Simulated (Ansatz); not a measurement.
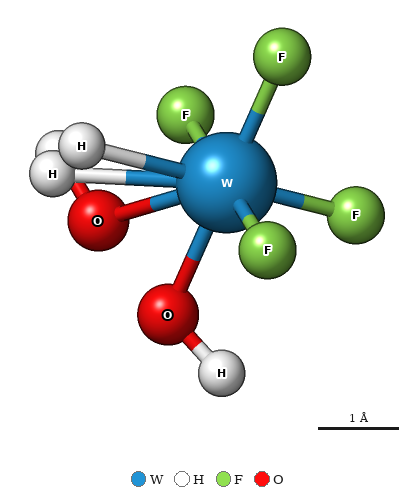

*The input geometry (ball-and-stick view, seen at a tilt). Sticks mark near contacts.*

Bond lengths as drawn: F–W 1.85 Å, H–O 1.01 Å, H–W 2.07 to 2.20 Å and O–W 1.94 to 2.24 Å.

WH₄O₂F₄: geometry relaxation (part 1 of 2)

WH₄O₂F₄, computed with RKS revPBE/def2-SVP (Ansatz 0.2.0).

The input holds or restrains some coordinates. It belongs to a series of runs on one base structure; here: pulled along the bonds that form and break, towards end A.

Log
```
The last accepted step is kept in [file] (removed where the run ends without a failure and the disk answers)
Engine: ansatz 0.2.0, x86_64-unknown-linux-gnu
Functional definition: revPBE
  parameter kappa = 1.245
  parameter beta = 0.06672455060314922
  exchange = pbe_x(kappa = kappa, mu = beta*pi^2/3)
  correlation = pbe_c(beta = beta)
1417 factors; their error is unknown
mean field evaluation 1: about -16808.7815 eV, gradient 1.2e2 eV
mean field evaluation 2: about -16252.2851 eV, gradient 4.1e2 eV
mean field evaluation 4: about -16772.6054 eV, gradient 1.7e2 eV
mean field evaluation 8: about -16835.0347 eV, gradient 2.4e-1 eV
mean field evaluation 16: about -16832.4741 eV, gradient 1.3e1 eV
mean field -16835.03506321 eV, -618.6761273763 hartree, gradient 9.8e-6 eV, S^2 0.000000; 2 other end points of the search recorded, 0 dependent functions left out
the calculation of the forces begins
reference -16835.03515088 eV, -618.6761305982 hartree; 35, 35 occupied and 101, 101 virtual orbitals, 1417 factors
relax step   1: F+E_penalty+E_count = -16835.03506321 eV  Δ(F+E_penalty+E_count) = +0.000e0 eV  max|allowed force component| = 1.012e1 eV/Å  E_restraint = 29.04697980 eV  max|allowed force component, restraints' pulls added| = 3.244e1 eV/Å  Δτ_max = 0.0000 Å  (111 SCF iters, accepted)
  distance W 0 - O 8 = 2.2400 Å
  distance H 10 - H 1 = 1.0664 Å
  distance W 0 - H 1 = 2.0700 Å
  distance H 10 - O 8 = 1.6217 Å
these checks for a lower state are left out or cut short: starts, cluster_reference, orbital_swaps, neighbouring_geometries, increment
1417 factors; their error is unknown
mean field evaluation 32: about -16837.3872 eV, gradient 1.2e-2 eV
mean field -16837.38721724 eV, -618.7625674425 hartree, gradient 2.5e-5 eV, S^2 0.000000; 0 other end points of the search recorded, 0 dependent functions left out
[... from here on the field's lines of each further geometry are left out, up to the last ...]
relax step   2: F+E_penalty+E_count = -16837.38721724 eV  Δ(F+E_penalty+E_count) = -2.352e0 eV  max|allowed force component| = 8.026e0 eV/Å  E_restraint = 14.13668879 eV  max|allowed force component, restraints' pulls added| = 2.305e1 eV/Å  Δτ_max = 0.1948 Å  (53 SCF iters, accepted)
relax step   3: F+E_penalty+E_count = -16839.29250843 eV  Δ(F+E_penalty+E_count) = -1.905e0 eV  max|allowed force component| = 6.149e0 eV/Å  E_restraint = 5.09623030 eV  max|allowed force component, restraints' pulls added| = 1.449e1 eV/Å  Δτ_max = 0.1949 Å  (49 SCF iters, accepted)
relax step   4: F+E_penalty+E_count = -16840.69851672 eV  Δ(F+E_penalty+E_count) = -1.406e0 eV  max|allowed force component| = 5.241e0 eV/Å  E_restraint = 1.38181970 eV  max|allowed force component, restraints' pulls added| = 7.154e0 eV/Å  Δτ_max = 0.1907 Å  (47 SCF iters, accepted)
relax step   5: F+E_penalty+E_count = -16841.70731350 eV  Δ(F+E_penalty+E_count) = -1.009e0 eV  max|allowed force component| = 2.937e0 eV/Å  E_restraint = 0.17081450 eV  max|allowed force component, restraints' pulls added| = 2.930e0 eV/Å  Δτ_max = 0.1982 Å  (46 SCF iters, accepted)
relax step   6: F+E_penalty+E_count = -16842.45542968 eV  Δ(F+E_penalty+E_count) = -7.481e-1 eV  max|allowed force component| = 1.428e0 eV/Å  E_restraint = 0.03775030 eV  max|allowed force component, restraints' pulls added| = 1.610e0 eV/Å  Δτ_max = 0.1941 Å  (40 SCF iters, accepted)
relax step   7: F+E_penalty+E_count = -16842.77255442 eV  Δ(F+E_penalty+E_count) = -3.171e-1 eV  max|allowed force component| = 1.043e0 eV/Å  E_restraint = 0.01631158 eV  max|allowed force component, restraints' pulls added| = 8.480e-1 eV/Å  Δτ_max = 0.1997 Å  (39 SCF iters, accepted)
relax step   8: F+E_penalty+E_count = -16842.89150932 eV  Δ(F+E_penalty+E_count) = -1.190e-1 eV  max|allowed force component| = 9.992e-1 eV/Å  E_restraint = 0.01194490 eV  max|allowed force component, restraints' pulls added| = 1.021e0 eV/Å  Δτ_max = 0.2000 Å  (39 SCF iters, accepted)
relax step   9: F+E_penalty+E_count = -16842.93656439 eV  Δ(F+E_penalty+E_count) = -4.506e-2 eV  max|allowed force component| = 1.382e0 eV/Å  E_restraint = 0.02165538 eV  max|allowed force component, restraints' pulls added| = 1.581e0 eV/Å  Δτ_max = 0.1938 Å  (40 SCF iters, accepted)
relax step  10: F+E_penalty+E_count = -16843.05250885 eV  Δ(F+E_penalty+E_count) = -1.159e-1 eV  max|allowed force component| = 7.828e-1 eV/Å  E_restraint = 0.00887071 eV  max|allowed force component, restraints' pulls added| = 6.609e-1 eV/Å  Δτ_max = 0.2000 Å  (41 SCF iters, accepted)
relax step  11: F+E_penalty+E_count = -16843.13259841 eV  Δ(F+E_penalty+E_count) = -8.009e-2 eV  max|allowed force component| = 6.279e-1 eV/Å  E_restraint = 0.00679519 eV  max|allowed force component, restraints' pulls added| = 3.705e-1 eV/Å  Δτ_max = 0.1994 Å  (40 SCF iters, accepted)
relax step  12: F+E_penalty+E_count = -16843.19436951 eV  Δ(F+E_penalty+E_count) = -6.177e-2 eV  max|allowed force component| = 6.286e-1 eV/Å  E_restraint = 0.00601963 eV  max|allowed force component, restraints' pulls added| = 3.125e-1 eV/Å  Δτ_max = 0.1994 Å  (38 SCF iters, accepted)
relax step  13: F+E_penalty+E_count = -16843.23595859 eV  Δ(F+E_penalty+E_count) = -4.159e-2 eV  max|allowed force component| = 7.492e-1 eV/Å  E_restraint = 0.00400207 eV  max|allowed force component, restraints' pulls added| = 3.620e-1 eV/Å  Δτ_max = 0.2000 Å  (39 SCF iters, accepted)
relax step  14: F+E_penalty+E_count = -16843.23074943 eV  Δ(F+E_penalty+E_count) = +5.209e-3 eV  max|allowed force component| = 1.217e0 eV/Å  E_restraint = 0.00012622 eV  max|allowed force component, restraints' pulls added| = 1.124e0 eV/Å  Δτ_max = 0.1946 Å  (38 SCF iters, rejected (line search))
relax step  15: F+E_penalty+E_count = -16843.26490922 eV  Δ(F+E_penalty+E_count) = -2.895e-2 eV  max|allowed force component| = 6.669e-1 eV/Å  E_restraint = 0.00501801 eV  max|allowed force component, restraints' pulls added| = 1.437e-1 eV/Å  Δτ_max = 0.0973 Å  (39 SCF iters, accepted)
relax step  16: F+E_penalty+E_count = -16843.27286682 eV  Δ(F+E_penalty+E_count) = -7.958e-3 eV  max|allowed force component| = 6.533e-1 eV/Å  E_restraint = 0.00562369 eV  max|allowed force component, restraints' pulls added| = 5.379e-1 eV/Å  Δτ_max = 0.0971 Å  (39 SCF iters, accepted)
relax step  17: F+E_penalty+E_count = -16843.27453438 eV  Δ(F+E_penalty+E_count) = -1.668e-3 eV  max|allowed force component| = 6.807e-1 eV/Å  E_restraint = 0.00501809 eV  max|allowed force component, restraints' pulls added| = 4.416e-1 eV/Å  Δτ_max = 0.0688 Å  (33 SCF iters, accepted)
relax step  18: F+E_penalty+E_count = -16843.28318080 eV  Δ(F+E_penalty+E_count) = -8.646e-3 eV  max|allowed force component| = 6.304e-1 eV/Å  E_restraint = 0.00590654 eV  max|allowed force component, restraints' pulls added| = 4.563e-1 eV/Å  Δτ_max = 0.1999 Å  (40 SCF iters, accepted)
relax step  19: F+E_penalty+E_count = -16843.29920070 eV  Δ(F+E_penalty+E_count) = -1.602e-2 eV  max|allowed force component| = 6.019e-1 eV/Å  E_restraint = 0.00651183 eV  max|allowed force component, restraints' pulls added| = 2.827e-1 eV/Å  Δτ_max = 0.0963 Å  (40 SCF iters, accepted)
relax step  20: F+E_penalty+E_count = -16843.23050209 eV  Δ(F+E_penalty+E_count) = +6.870e-2 eV  max|allowed force component| = 1.633e0 eV/Å  E_restraint = 0.00900616 eV  max|allowed force component, restraints' pulls added| = 1.633e0 eV/Å  Δτ_max = 0.1611 Å  (39 SCF iters, rejected (line search))
relax step  21: F+E_penalty+E_count = -16843.31218780 eV  Δ(F+E_penalty+E_count) = -1.299e-2 eV  max|allowed force component| = 6.271e-1 eV/Å  E_restraint = 0.00638669 eV  max|allowed force component, restraints' pulls added| = 9.878e-2 eV/Å  Δτ_max = 0.0805 Å  (35 SCF iters, accepted)
relax step  22: F+E_penalty+E_count = -16843.31546784 eV  Δ(F+E_penalty+E_count) = -3.280e-3 eV  max|allowed force component| = 6.816e-1 eV/Å  E_restraint = 0.00636779 eV  max|allowed force component, restraints' pulls added| = 5.502e-1 eV/Å  Δτ_max = 0.0984 Å  (39 SCF iters, accepted)
the calculation of the forces begins
reference -16843.32571147 eV, -618.9808030804 hartree; 35, 35 occupied and 101, 101 virtual orbitals, 1417 factors
relax step  23: F+E_penalty+E_count = -16843.32562256 eV  Δ(F+E_penalty+E_count) = -1.015e-2 eV  max|allowed force component| = 7.177e-1 eV/Å  E_restraint = 0.00656242 eV  max|allowed force component, restraints' pulls added| = 1.238e-1 eV/Å  Δτ_max = 0.0765 Å  (34 SCF iters, accepted)
  distance W 0 - O 8 = 3.1309 Å
  distance H 10 - H 1 = 1.8701 Å
  distance W 0 - H 1 = 1.7219 Å
  distance H 10 - O 8 = 0.9942 Å
1417 factors; their error is unknown
mean field evaluation 224: about -16843.3256 eV, gradient 8.3e-3 eV
```

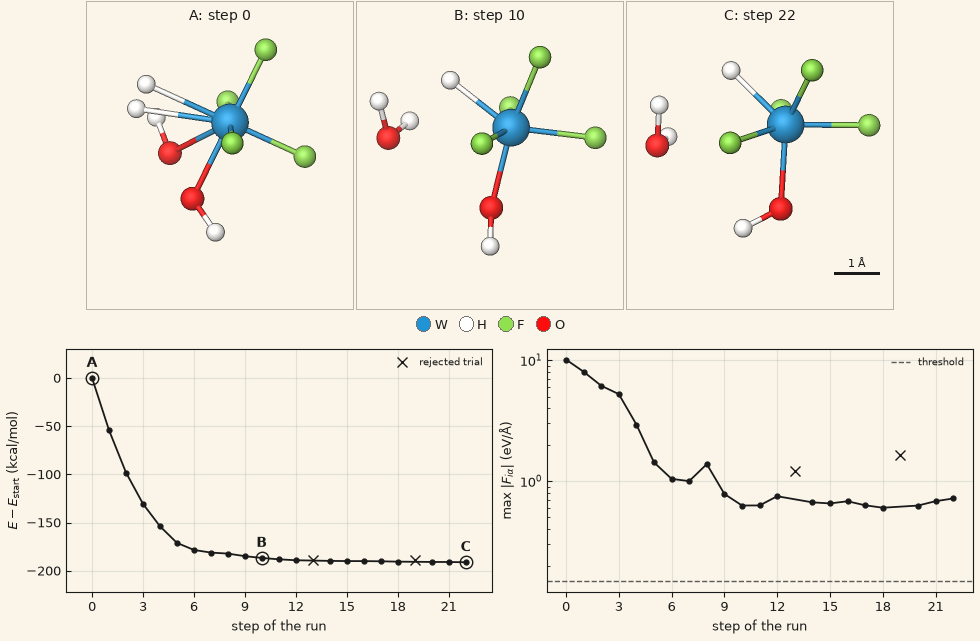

*Frames of the restrained relaxation (ball-and-stick view, seen at a tilt) above the curves, on which the letters mark them (the first geometry is step 0 here and step 1 in the log).*

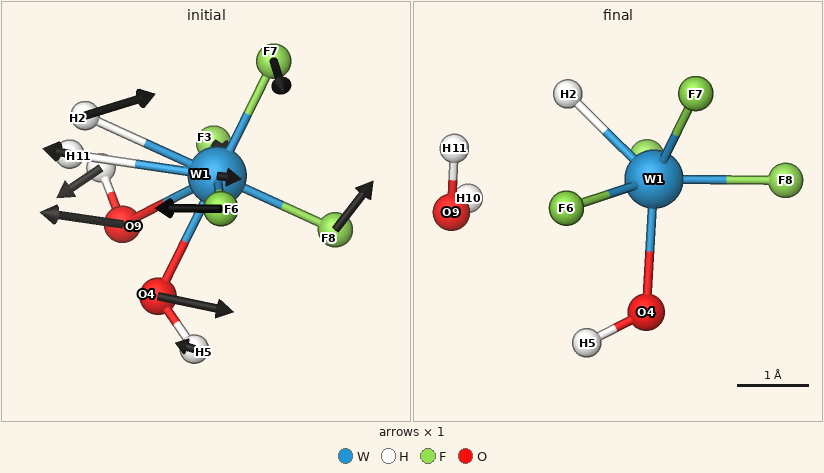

*Before (left) and after (right) the restrained relaxation, at one scale (ball-and-stick view, seen at a tilt). The black arrows give the displacements, at true length.*

After 22 geometry steps the energy has fallen by 191.2 kcal/mol. The largest force component goes from 10 to 0.72 eV/Å. The line search rejected the trial steps at points 13, 19 (counted from 0) and went back. The largest move after the best rigid fit is that of O9, 1.26 Å. Largest moves by element: O 1.26 Å, H 1.16 Å, F 1.04 Å, W 0.35 Å. Distances before and after: W1–O9 2.240 → 3.131 Å, W1–H11 2.196 → 2.954 Å, O9–H11 1.622 → 0.994 Å, W1–H2 2.070 → 1.722 Å. New bonds form: O9–H11 (1.62 → 0.99 Å). Bonds break: W1–H11 (2.20 → 2.95 Å), W1–O9 (2.24 → 3.13 Å). Among the angles that change: F6–W1–F8 90.0° → 139.6°, H2–W1–F8 180.0° → 133.2°, F3–W1–F6 180.0° → 136.1°. (Atoms are counted from 1 in the order of the input.)

```
mean field -16843.32562256 eV, -618.9807998130 hartree, gradient 1.7e-5 eV, S^2 0.000000; 1 other end points of the search recorded, 0 dependent functions left out
the calculation of the forces begins
reference -16843.32571147 eV, -618.9808030804 hartree; 35, 35 occupied and 101, 101 virtual orbitals, 1417 factors
Total energy: -16843.32571147 eV, -618.9808030804 hartree
Atom 0 at    -0.006989    -0.104002    -0.319549 Å, force     0.115949     0.210181     0.147402 eV/Å
Atom 1 at     0.596793    -0.586866     1.219080 Å, force    -0.006291    -0.190464    -0.131148 eV/Å
Atom 2 at     1.867160     0.072558    -0.448353 Å, force    -0.048187    -0.005835     0.013140 eV/Å
Atom 3 at    -0.292292     1.637500    -1.016568 Å, force    -0.062365    -0.059874     0.046292 eV/Å
Atom 4 at    -0.603335     2.321763    -0.385623 Å, force     0.057239    -0.007699    -0.048477 eV/Å
Atom 5 at    -1.360599     0.484292     0.883680 Å, force    -0.006380     0.005411     0.003389 eV/Å
Atom 6 at    -0.983081    -1.708578    -0.122466 Å, force     0.007970     0.044593    -0.006371 eV/Å
Atom 7 at     0.157488    -0.825343    -2.055840 Å, force     0.011642     0.015059     0.032288 eV/Å
Atom 8 at     1.206641     1.806741     1.843475 Å, force    -0.163837    -0.717675     0.011470 eV/Å
Atom 9 at     2.133934     1.736372     1.537380 Å, force    -0.047223     0.014542     0.019211 eV/Å
Atom 10 at     1.056480     0.908864     2.243185 Å, force     0.141484     0.691761    -0.087196 eV/Å
Dipole moment:     0.273962     0.325664     0.326518 e Å
```

Trajectory as extended XYZ (Å, eV, eV/Å), 10 of the 23 frames kept, from step=1 to step=23
```
11
Properties=species:S:1:pos:R:3:forces:R:3 step=1 energy=-16835.03506
W     0.0000    0.0000    0.0000    1.9996   4.1423   1.2136
H     0.0000    0.0000    2.0700    1.1593   1.3126  -0.2367
F     1.8500    0.0000    0.0000    3.6520  -9.7160  -5.3256
O     0.0000    1.9400    0.0000   -8.4894   1.9141  -5.5123
H    -0.6343    2.2771   -0.7100   -0.2270   0.2405   0.4062
F    -1.8500    0.0000    0.0000   -1.2929  -0.2796   0.4228
F     0.0000   -1.8500    0.0000   -0.1935  -1.7151   0.4275
F     0.0000    0.0000   -1.8500   -0.1689   0.0118  -1.0633
O     1.4721    1.5335    0.7063    4.5388   4.2405  10.1246
H     2.2027    1.0805    1.2365    0.5050   0.8328   0.1156
H     0.7317    0.7622    1.9256   -1.4830  -0.9838  -0.5724
11
Properties=species:S:1:pos:R:3:forces:R:3 step=3 energy=-16839.29251
W    -0.1060   -0.1014    0.0348    5.0484   6.0460   0.5712
H    -0.1387   -0.1473    1.9389    0.2397   0.1171  -1.0188
F     1.8380   -0.0868   -0.0458   -0.9902  -3.0297  -1.3738
O    -0.0752    1.9154   -0.0410   -2.8399  -1.9083  -1.3812
H    -0.6520    2.2865   -0.7230   -0.7109   0.4161  -0.6144
F    -1.8996   -0.0078    0.0035   -2.5265  -0.3666   0.0850
F    -0.0074   -1.9037    0.0018   -0.3327  -2.5400  -0.0141
F    -0.0087   -0.0068   -1.8581   -0.3617  -0.3997  -0.5950
O     1.5918    1.6960    1.0389   -1.1756  -0.7009   6.1492
H     2.2683    1.0684    1.2594    2.5918  -0.4059  -0.0465
H     0.9616    1.0308    1.7690    1.0576   2.7719  -1.7616
```
